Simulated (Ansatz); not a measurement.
**CO on a Ru(001) slab cut from the P6_3/mmc phase: a line through an energy map**

One line of a two-coordinate grid on CO on a Ru(001) slab cut from the P6_3/mmc phase (16 atoms of substrate and one adsorbate in a 2 × 2 cell): tilt of the C17-O18 axis from the surface normal is varied, at azimuth of the C17-O18 axis from a direction equivalent to the long diagonal of the hexagonal surface cell = 180°.

Program: Ansatz 0.2.0. Level of theory: DFT PBE, scalar-relativistic, plane waves, PAW. These are calculated values, not measurements.

15 further runs of the same task are left out: 15 set aside as unsound or not needed.

## Step 1: The starting structure

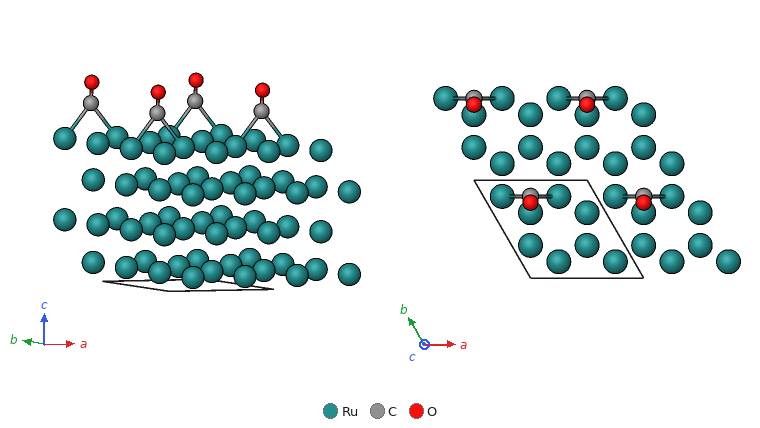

Start, viewed from the side (left, normal up) and from above (right); ruthenium teal, carbon grey, oxygen red; 2×2 surface cells, with atoms on the cell's edges repeated; the outline under the slab is one cell, and the vacuum is left out.

Coordinates:

```
Ru C O
1.0
     5.44005    0.00000    0.00000
    -2.72003    4.71122    0.00000
     0.00000    0.00000   24.36592
Ru C O
16 1 1
Cartesian
  1.3600 0.7852 4.0000
  0.0000 3.1408 4.0000
  4.0800 0.7852 4.0000
  2.7200 3.1408 4.0000
  0.0000 1.5704 6.1484
  -1.3600 3.9260 6.1484
  2.7200 1.5704 6.1484
  1.3600 3.9260 6.1484
  1.3600 0.7852 8.2890
  0.0000 3.1408 8.2890
  4.0800 0.7852 8.2890
  2.7200 3.1408 8.2890
  0.0000 1.5704 10.3659
  -1.3600 3.9260 10.3659
  2.7200 1.5704 10.3659
  1.3600 3.9260 10.3659
  0.0000 3.9260 12.1759
  0.0000 3.6258 13.2964
```

This is the geometry of the first run shown, built on a cell relaxed beforehand with the same method.

## Step 2: The scan

Atoms count from 1 in the order of the input.

CO stands on one site of a rigid substrate at a fixed height and bond length while its axis is turned; the height is held at 1.81 Å.

The axes are (1) tilt of the C17-O18 axis from the surface normal: 7 values from 0 to 90 °; (2) azimuth of the C17-O18 axis from a direction equivalent to the long diagonal of the hexagonal surface cell: 12 values from 0 to 330 °, periodic.

Nothing else is relaxed. Points are written as (first, second).

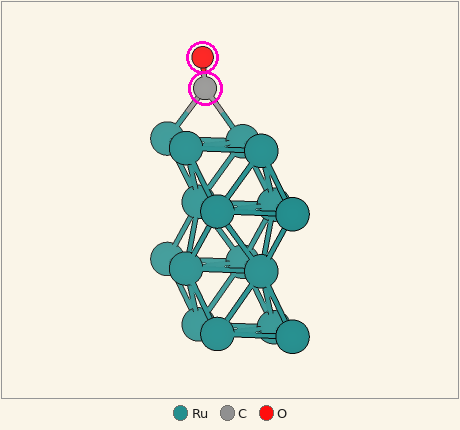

The geometry at (15°, 180°). Rings mark the moved atoms.

## Step 3: The run at (15°, 180°)

The cell repeats along c, and a dipole correction in the vacuum removes the field between the copies.

Contents of input.yaml:

```yaml
crystal:
  lattice:
    - [5.4400501759, 0.0, 0.0]
    - [-2.720025088, 4.7112216502, 0.0]
    - [0.0, 0.0, 24.365916978]
  atoms:
    - { symbol: Ru, position: [0.3333333333, 0.1666666667, 0.1641637376] }
    - { symbol: Ru, position: [0.3333333333, 0.6666666667, 0.1641637376] }
    - { symbol: Ru, position: [0.8333333333, 0.1666666667, 0.1641637376] }
    - { symbol: Ru, position: [0.8333333333, 0.6666666667, 0.1641637376] }
    - { symbol: Ru, position: [0.1666666667, 0.3333333333, 0.2523354552] }
    - { symbol: Ru, position: [0.1666666667, 0.8333333333, 0.2523354552] }
    - { symbol: Ru, position: [0.6666666667, 0.3333333333, 0.2523354552] }
    - { symbol: Ru, position: [0.6666666667, 0.8333333333, 0.2523354552] }
    - { symbol: Ru, position: [0.3333333333, 0.1666666667, 0.3401874899] }
    - { symbol: Ru, position: [0.3333333333, 0.6666666667, 0.3401874899] }
    - { symbol: Ru, position: [0.8333333333, 0.1666666667, 0.3401874899] }
    - { symbol: Ru, position: [0.8333333333, 0.6666666667, 0.3401874899] }
    - { symbol: Ru, position: [0.1666666667, 0.3333333333, 0.4254269186] }
    - { symbol: Ru, position: [0.1666666667, 0.8333333333, 0.4254269186] }
    - { symbol: Ru, position: [0.6666666667, 0.3333333333, 0.4254269186] }
    - { symbol: Ru, position: [0.6666666667, 0.8333333333, 0.4254269186] }
    - { symbol: C, position: [0.4166666667, 0.8333333333, 0.4997110098] }
    - { symbol: O, position: [0.3848033715, 0.7696067429, 0.545696308] }
basis:
  ecutwfc: 420
kpoints:
  mp_grid: { grid: [6, 6, 1] }
hamiltonian:
  xc: pbe
scf:
  occupations: { method: gaussian, width: 0.1 }
output:
  forces: true
  eigenvalues: true
efield:
  axis: 3
  dipole_correction: true
  ramp_width: 0.04
```

Run with:

```console
> ansatz run input.yaml --threads 4 --pin off --max-ram 12288MiB --backend cpu --events-out ev --progress --plain --runs-dir out
```

Log (excerpt; [...] marks lines left out):

```text
Warning: RAYON_NUM_THREADS=4 ignored (pool sized by the plan → 4); use --threads N
[...]
Pseudopotentials: kind: paw
Pseudopotential: Ru, paw, valence charge 16, recommended cutoff 420 eV (normal), Ru.paw.azcp
Pseudopotential: C, paw, valence charge 4, recommended cutoff 420 eV (normal), C.paw.azcp
Pseudopotential: O, paw, valence charge 6, recommended cutoff 420 eV (normal), O.paw.azcp
Functional definition: PBE
[...]
Crystal: 18 atoms, lattice volume = 624.481 Å³
Basis set: ecut = 420 eV, 12159 PW (Γ), exchange–correlation on 80×80×360 points (8 copies of the dense FFT grid, shifted against one another)
Bands: 160, of which v1, the nominal top of the filled ones, is band 133 counted from 1 (132 counted from 0)
Symmetry: 2 space group operations
Space group: Cm (ITA 8), of the structure as read, at distance tolerance 8.5e-5 Å
k-points: 13 of 36 (time reversal used)
[...]
SCF iter   1: F=—  HF=-94868.554550 eV  |F-HF|=—  |Δ(HF+E_count)|=         —  Δρ=1.16e-2  dr2=3.73e0  ethr=1.77e-3  p=-0.116 e·Å  D=-3.37e-2 V/Å  ΔV_dip=0.82 eV  dr2_dipole=2.78e-3  V_vac-E_F(+/−)=5.58/4.76 eV  ⟨swp⟩=7.8  Hψ=8808  notcnv=0  defer=2
[...]
SCF iter   9: F=-94868.444588 eV  HF=-94868.444587 eV  |F-HF|=1.75e-7  |Δ(HF+E_count)|=   9.54e-7  Δρ=2.18e-6  dr2=7.41e-8  ethr=3.76e-11  p=-0.075 e·Å  D=-2.18e-2 V/Å  ΔV_dip=0.53 eV  dr2_dipole=9.48e-10  V_vac-E_F(+/−)=5.60/5.07 eV  ⟨swp⟩=13.2  Hψ=9704  notcnv=0
[...]
SCF converged after 9 iterations
Free energy (F): -94868.444588 eV
[...]
E sigma→0 (E₀):  -94868.394261 eV
Entropy (-TS):   -0.100653 eV (-5.592 meV/atom)
Fermi energy:    5.097678 eV
Dipole field:    D = -0.021763 V/Å  (p = -0.075107 e·Å, saw-weighted, corrected)
Work function:   Φ+ = 5.6005 eV   Φ− = 5.0702 eV
Levels:          The Fermi level and band energies are counted from a zero that moves with the ramp; work functions are not
[...]
--- Forces (eV/Å), atoms counted from 1 ---
  atom   1  Ru     0.05023500     0.02401552     0.60942828
  atom   2  Ru    -0.00000000     0.00435271     0.57108552
  atom   3  Ru    -0.05023500     0.02401552     0.60942828
  atom   4  Ru     0.00000000    -0.01839466     0.59300908
  atom   5  Ru    -0.00000000     0.02607773    -0.44937851
  atom   6  Ru     0.01714939    -0.02419347    -0.55310205
  atom   7  Ru     0.00000000    -0.06876304    -0.65396079
  atom   8  Ru    -0.01714939    -0.02419347    -0.55310205
[...]
--- Band table (eV; the first three rows and the last of 13) ---
[...]
```

Run time: 23 s. Hardware: 4 threads of Intel Xeon Platinum 8488C (Sapphire Rapids), shared host; peak memory 2.5 GiB.

This gives work function 5.60 eV (top face), 5.07 eV (bottom face); dipole along +c -0.075 e·Å per cell.

## Step 4: The run at (30°, 180°)

Edit input.yaml of step 3 so:

```diff
@@ -23,3 +23,3 @@
     - { symbol: C, position: [0.4166666667, 0.8333333333, 0.4997110098] }
-    - { symbol: O, position: [0.3848033715, 0.7696067429, 0.545696308] }
+    - { symbol: O, position: [0.3551115072, 0.7102230144, 0.5409403003] }
 basis:
```

Run with:

```console
> ansatz run input.yaml --threads 4 --pin off --max-ram 12288MiB --backend cpu --events-out ev --progress --plain --runs-dir out
```

Log (excerpt; [...] marks lines left out):

```text
Warning: RAYON_NUM_THREADS=4 ignored (pool sized by the plan → 4); use --threads N
[...]
Pseudopotentials: kind: paw
Pseudopotential: Ru, paw, valence charge 16, recommended cutoff 420 eV (normal), Ru.paw.azcp
Pseudopotential: C, paw, valence charge 4, recommended cutoff 420 eV (normal), C.paw.azcp
Pseudopotential: O, paw, valence charge 6, recommended cutoff 420 eV (normal), O.paw.azcp
Functional definition: PBE
[...]
Crystal: 18 atoms, lattice volume = 624.481 Å³
Basis set: ecut = 420 eV, 12159 PW (Γ), exchange–correlation on 80×80×360 points (8 copies of the dense FFT grid, shifted against one another)
Bands: 160, of which v1, the nominal top of the filled ones, is band 133 counted from 1 (132 counted from 0)
Symmetry: 2 space group operations
Space group: Cm (ITA 8), of the structure as read, at distance tolerance 8.5e-5 Å
k-points: 13 of 36 (time reversal used)
[...]
SCF converged after 9 iterations
Free energy (F): -94868.264055 eV
[...]
E sigma→0 (E₀):  -94868.213677 eV
Entropy (-TS):   -0.100756 eV (-5.598 meV/atom)
Fermi energy:    5.142983 eV
Dipole field:    D = -0.016725 V/Å  (p = -0.057721 e·Å, saw-weighted, corrected)
Work function:   Φ+ = 5.4694 eV   Φ− = 5.0619 eV
Levels:          The Fermi level and band energies are counted from a zero that moves with the ramp; work functions are not
[...]
--- Forces (eV/Å), atoms counted from 1 ---
  atom   1  Ru     0.05507337     0.01734403     0.60900905
  atom   2  Ru    -0.00000000     0.01148824     0.57308399
  atom   3  Ru    -0.05507337     0.01734403     0.60900905
  atom   4  Ru     0.00000000    -0.02314416     0.60768529
  atom   5  Ru    -0.00000000     0.02719322    -0.43588654
  atom   6  Ru     0.02531565    -0.01656295    -0.57870383
  atom   7  Ru     0.00000000    -0.07246745    -0.65300312
  atom   8  Ru    -0.02531565    -0.01656295    -0.57870383
[...]
--- Band table (eV; the first three rows and the last of 13) ---
[...]
```

It took 21 s on 4 threads of Intel Xeon Platinum 8488C (Sapphire Rapids), shared host; peak memory 2.4 GiB.

From the log: work function 5.47 eV (top face), 5.06 eV (bottom face); dipole along +c -0.058 e·Å per cell.

## Step 5: Grid point (45°, 180°)

Edit input.yaml of step 4 so:

```diff
@@ -23,3 +23,3 @@
     - { symbol: C, position: [0.4166666667, 0.8333333333, 0.4997110098] }
-    - { symbol: O, position: [0.3551115072, 0.7102230144, 0.5409403003] }
+    - { symbol: O, position: [0.3296145253, 0.6592290506, 0.5333745845] }
 basis:
```

Run with:

```console
> ansatz run input.yaml --threads 4 --pin off --max-ram 12288MiB --backend cpu --events-out ev --progress --plain --runs-dir out
```

Log (excerpt; [...] marks lines left out):

```text
[...]
SCF converged after 9 iterations
Free energy (F): -94867.964127 eV
[...]
E sigma→0 (E₀):  -94867.913564 eV
Entropy (-TS):   -0.101125 eV (-5.618 meV/atom)
Fermi energy:    5.216001 eV
Dipole field:    D = -0.008613 V/Å  (p = -0.029725 e·Å, saw-weighted, corrected)
Work function:   Φ+ = 5.2573 eV   Φ− = 5.0474 eV
Levels:          The Fermi level and band energies are counted from a zero that moves with the ramp; work functions are not
[...]
--- Forces (eV/Å), atoms counted from 1 ---
  atom   1  Ru     0.05860837     0.01628170     0.61445224
  atom   2  Ru    -0.00000000     0.01071302     0.57519255
  atom   3  Ru    -0.05860837     0.01628170     0.61445224
  atom   4  Ru     0.00000000    -0.03289213     0.62736686
  atom   5  Ru    -0.00000000     0.03297566    -0.43964056
  atom   6  Ru     0.03931221    -0.01197236    -0.60378263
  atom   7  Ru     0.00000000    -0.07562059    -0.66665914
  atom   8  Ru    -0.03931221    -0.01197236    -0.60378263
[...]
--- Band table (eV; the first three rows and the last of 13) ---
[...]
```

Wall time 20 s (4 threads of Intel Xeon Platinum 8488C (Sapphire Rapids), shared host); peak memory 2.5 GiB.

This gives work function 5.26 eV (top face), 5.05 eV (bottom face); dipole along +c -0.030 e·Å per cell.

## Step 6: Point (60°, 180°)

Edit input.yaml of step 5 so:

```diff
@@ -23,3 +23,3 @@
     - { symbol: C, position: [0.4166666667, 0.8333333333, 0.4997110098] }
-    - { symbol: O, position: [0.3296145253, 0.6592290506, 0.5333745845] }
+    - { symbol: O, position: [0.310050003, 0.620100006, 0.5235147518] }
 basis:
```

Run with:

```console
> ansatz run input.yaml --threads 4 --pin off --max-ram 12288MiB --backend cpu --events-out ev --progress --plain --runs-dir out
```

Log (excerpt; [...] marks lines left out):

```text
Warning: RAYON_NUM_THREADS=4 ignored (pool sized by the plan → 4); use --threads N
[...]
Pseudopotentials: kind: paw
Pseudopotential: Ru, paw, valence charge 16, recommended cutoff 420 eV (normal), Ru.paw.azcp
Pseudopotential: C, paw, valence charge 4, recommended cutoff 420 eV (normal), C.paw.azcp
Pseudopotential: O, paw, valence charge 6, recommended cutoff 420 eV (normal), O.paw.azcp
Functional definition: PBE
[...]
Crystal: 18 atoms, lattice volume = 624.481 Å³
Basis set: ecut = 420 eV, 12159 PW (Γ), exchange–correlation on 80×80×360 points (8 copies of the dense FFT grid, shifted against one another)
Bands: 160, of which v1, the nominal top of the filled ones, is band 133 counted from 1 (132 counted from 0)
Symmetry: 2 space group operations
Space group: Cm (ITA 8), of the structure as read, at distance tolerance 8.5e-5 Å
k-points: 13 of 36 (time reversal used)
[...]
SCF converged after 9 iterations
Free energy (F): -94867.577717 eV
[...]
E sigma→0 (E₀):  -94867.526350 eV
Entropy (-TS):   -0.102734 eV (-5.707 meV/atom)
Fermi energy:    5.301642 eV
Dipole field:    D = 0.000915 V/Å  (p = 0.003159 e·Å, saw-weighted, corrected)
Work function:   Φ+ = 5.0072 eV   Φ− = 5.0295 eV
Levels:          The Fermi level and band energies are counted from a zero that moves with the ramp; work functions are not
[...]
--- Forces (eV/Å), atoms counted from 1 ---
  atom   1  Ru     0.06035589     0.02302670     0.63084084
  atom   2  Ru     0.00000000    -0.00120575     0.57320890
  atom   3  Ru    -0.06035589     0.02302670     0.63084084
  atom   4  Ru     0.00000000    -0.04521909     0.64821582
  atom   5  Ru    -0.00000000     0.05220800    -0.46863403
  atom   6  Ru     0.05891554    -0.01490735    -0.61703807
  atom   7  Ru     0.00000000    -0.07298328    -0.70762656
  atom   8  Ru    -0.05891554    -0.01490735    -0.61703807
[...]
--- Band table (eV; the first three rows and the last of 13) ---
[...]
```

Wall time 21 s (4 threads of Intel Xeon Platinum 8488C (Sapphire Rapids), shared host); peak memory 2.4 GiB.

This gives work function 5.01 eV (top face), 5.03 eV (bottom face).

## Step 7: Grid point (75°, 180°)

Edit input.yaml of step 6 so:

```diff
@@ -23,3 +23,3 @@
     - { symbol: C, position: [0.4166666667, 0.8333333333, 0.4997110098] }
-    - { symbol: O, position: [0.310050003, 0.620100006, 0.5235147518] }
+    - { symbol: O, position: [0.2977512301, 0.5955024602, 0.5120327333] }
 basis:
```

Run with:

```console
> ansatz run input.yaml --threads 4 --pin off --max-ram 12288MiB --backend cpu --events-out ev --progress --plain --runs-dir out
```

Log (excerpt; [...] marks lines left out):

```text
Warning: RAYON_NUM_THREADS=4 ignored (pool sized by the plan → 4); use --threads N
[...]
Pseudopotentials: kind: paw
Pseudopotential: Ru, paw, valence charge 16, recommended cutoff 420 eV (normal), Ru.paw.azcp
Pseudopotential: C, paw, valence charge 4, recommended cutoff 420 eV (normal), C.paw.azcp
Pseudopotential: O, paw, valence charge 6, recommended cutoff 420 eV (normal), O.paw.azcp
Functional definition: PBE
[...]
Crystal: 18 atoms, lattice volume = 624.481 Å³
Basis set: ecut = 420 eV, 12159 PW (Γ), exchange–correlation on 80×80×360 points (8 copies of the dense FFT grid, shifted against one another)
Bands: 160, of which v1, the nominal top of the filled ones, is band 133 counted from 1 (132 counted from 0)
Symmetry: 2 space group operations
Space group: Cm (ITA 8), of the structure as read, at distance tolerance 8.5e-5 Å
k-points: 13 of 36 (time reversal used)
[...]
SCF converged after 9 iterations
Free energy (F): -94867.161048 eV
[...]
E sigma→0 (E₀):  -94867.108443 eV
Entropy (-TS):   -0.105210 eV (-5.845 meV/atom)
Fermi energy:    5.363199 eV
Dipole field:    D = 0.007799 V/Å  (p = 0.026915 e·Å, saw-weighted, corrected)
Work function:   Φ+ = 4.8280 eV   Φ− = 5.0181 eV
Levels:          The Fermi level and band energies are counted from a zero that moves with the ramp; work functions are not
[...]
--- Forces (eV/Å), atoms counted from 1 ---
  atom   1  Ru     0.05978195     0.03477848     0.66315057
  atom   2  Ru     0.00000000    -0.01702185     0.55531815
  atom   3  Ru    -0.05978195     0.03477848     0.66315057
  atom   4  Ru     0.00000000    -0.05917008     0.66962586
  atom   5  Ru    -0.00000000     0.08324208    -0.51605699
  atom   6  Ru     0.07776035    -0.02411472    -0.60013122
  atom   7  Ru     0.00000000    -0.04488539    -0.79367535
  atom   8  Ru    -0.07776035    -0.02411472    -0.60013122
[...]
--- Band table (eV; the first three rows and the last of 13) ---
[...]
```

Run time: 19 s. Hardware: 4 threads of Intel Xeon Platinum 8488C (Sapphire Rapids), shared host; peak memory 2.5 GiB.

Read from this run: work function 4.83 eV (top face), 5.02 eV (bottom face); dipole along +c 0.027 e·Å per cell.

## Step 8: Point (90°, 180°)

Edit input.yaml of step 7 so:

```diff
@@ -23,3 +23,3 @@
     - { symbol: C, position: [0.4166666667, 0.8333333333, 0.4997110098] }
-    - { symbol: O, position: [0.2977512301, 0.5955024602, 0.5120327333] }
+    - { symbol: O, position: [0.2935563477, 0.5871126954, 0.4997110098] }
 basis:
```

Run with:

```console
> ansatz run input.yaml --threads 4 --pin off --max-ram 12288MiB --backend cpu --events-out ev --progress --plain --runs-dir out
```

Log (excerpt; [...] marks lines left out):

```text
[...]
SCF converged after 9 iterations
Free energy (F): -94866.675706 eV
[...]
E sigma→0 (E₀):  -94866.623102 eV
Entropy (-TS):   -0.105207 eV (-5.845 meV/atom)
Fermi energy:    5.377511 eV
Dipole field:    D = 0.009358 V/Å  (p = 0.032295 e·Å, saw-weighted, corrected)
Work function:   Φ+ = 4.7959 eV   Φ− = 5.0239 eV
Levels:          The Fermi level and band energies are counted from a zero that moves with the ramp; work functions are not
[...]
--- Forces (eV/Å), atoms counted from 1 ---
  atom   1  Ru     0.05083954     0.04160645     0.69609911
  atom   2  Ru     0.00000000    -0.02492329     0.51624698
  atom   3  Ru    -0.05083954     0.04160645     0.69609911
  atom   4  Ru     0.00000000    -0.06597103     0.70677343
  atom   5  Ru    -0.00000000     0.07820408    -0.52053957
  atom   6  Ru     0.07378146    -0.02241148    -0.55711362
  atom   7  Ru     0.00000000    -0.00279298    -0.93404472
  atom   8  Ru    -0.07378146    -0.02241148    -0.55711362
[...]
--- Band table (eV; the first three rows and the last of 13) ---
[...]
```

Run time: 21 s. Hardware: 4 threads of Intel Xeon Platinum 8488C (Sapphire Rapids), shared host; peak memory 2.5 GiB.

Read from this run: work function 4.80 eV (top face), 5.02 eV (bottom face); dipole along +c 0.032 e·Å per cell.

## Step 9: The line in numbers

| tilt of the C17-O18 axis from the surface normal (°) | step | energy (eV) | slope (eV per °) | work function of the top face (eV) | dipole moment (e·Å) |
| --- | --- | --- | --- | --- | --- |
| 0 | – | 0.00 | −0.001 | 5.64 | −0.080 |
| 15 | 3 | 0.05 | 0.008 | 5.60 | −0.075 |
| 30 | 4 | 0.23 | 0.016 | 5.47 | −0.058 |
| 45 | 5 | 0.53 | 0.023 | 5.26 | −0.030 |
| 60 | 6 | 0.92 | 0.027 | 5.01 | 0.003 |
| 75 | 7 | 1.34 | 0.028 | 4.83 | 0.027 |
| 90 | 8 | 1.82 | 0.040 | 4.80 | 0.032 |

Energies count from the lowest point of the line. Rows without a step come from runs not printed here or follow by symmetry. Slopes come from the forces (and the stress, where the cell changes), not from differences of energies.

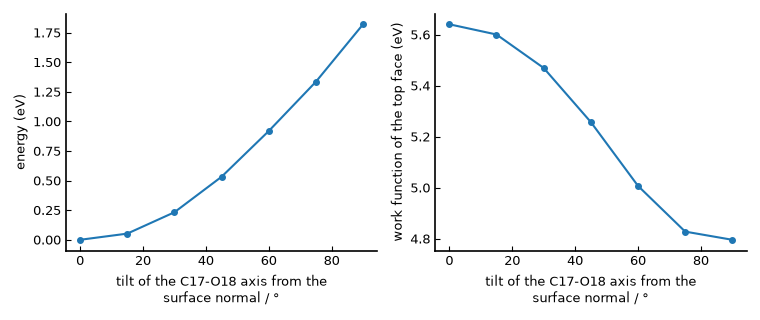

Energy and work function of the top face along the line.

The lowest point computed is at the end of the line, 0°, but the slope there points inward, so the minimum lies between it and the next point. The highest point computed, at 90°, lies 1.82 eV above the lowest. This is one cut through a surface in two coordinates; it holds the lowest point sampled, which need not be a minimum. Spin polarisation is off in the runs that give these values; a magnetic solution could lie lower.
